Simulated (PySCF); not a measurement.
F4Mo (charge +1, doublet)

Input file:

```
{"job": {"kind": "sp", "xc": "B3LYP", "basis": "ma-def2-SVP", "d3": "d3bj", "grid": 2}, "charge": 1, "multiplicity": 2}
Mo     0.002644     0.002953    -0.021546
F      0.465682    -0.228534     1.694089
F      1.573407     0.288063    -0.836503
F     -1.017636     1.377264    -0.553334
F     -1.013855    -1.429270    -0.378745
```

Launched as:

```sh
OMP_NUM_THREADS=1 python redox_run.py task.json out
```

Geometry: BP86-D3(BJ)/def2-SVP; core potentials replace the inner electrons of Mo.

The calculation used DFT single point, gas phase, functional B3LYP in PySCF.

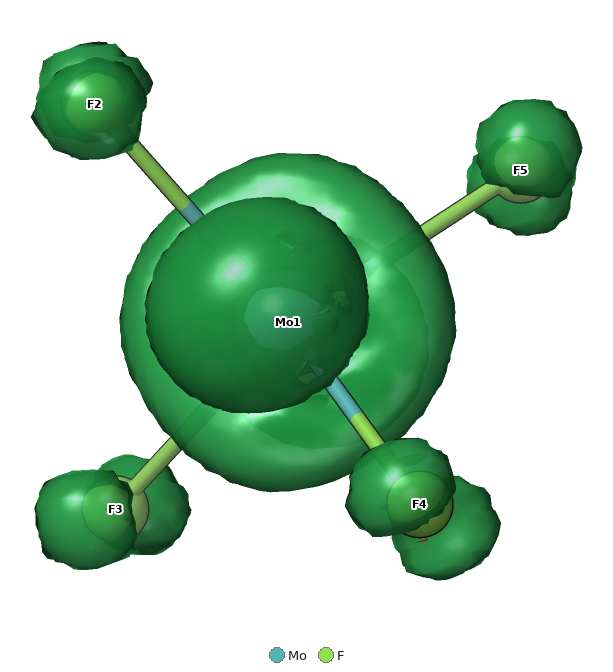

Figure 1. Isosurfaces of the spin density (α minus β) at +0.06 (green) and −0.06 e/Å³ (red), seen at a tilt.

Which atoms carry the spin?

The unpaired spin (1 electron) lies mostly on Mo1 (about 0.8), in electrons by Hirshfeld's partition.

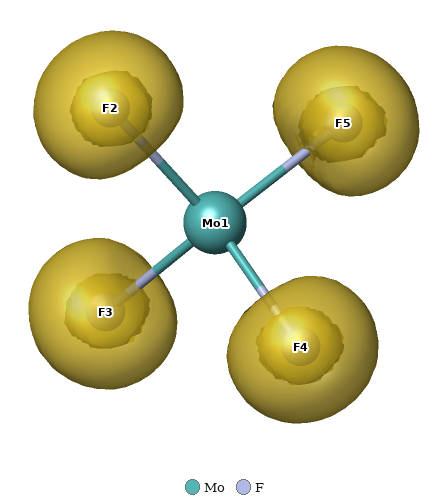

Figure 2. Isosurface of the ELF at 0.75 (yellow), seen across its widest extent. Only the valence region is drawn (cores and ρ < 0.01 e/Å³ removed).

What do the ELF domains correspond to?

The surface consists of four regions wrapped around F (the valence shell of each). Profiles from the grid: Mo–F (1.79 Å): the ELF peaks at about 0.80 in the valence shell of F, 0.5 Å from its nucleus, and drops to about 0.25 between the two atoms.

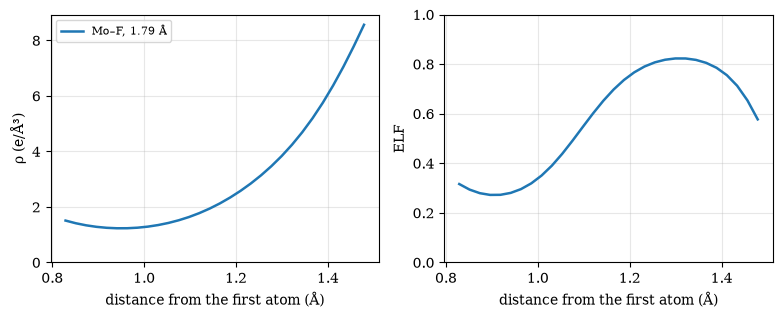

Figure 3. Electron density and ELF along straight lines between neighbouring atoms. The curves leave out the atomic cores.

What can be read from the curves?

Mo–F (1.79 Å): ρ is about 1.3 e/Å³ halfway; the ELF peaks at about 0.80 in the valence shell of F, 0.5 Å from its nucleus, and drops to about 0.25 between the two atoms.
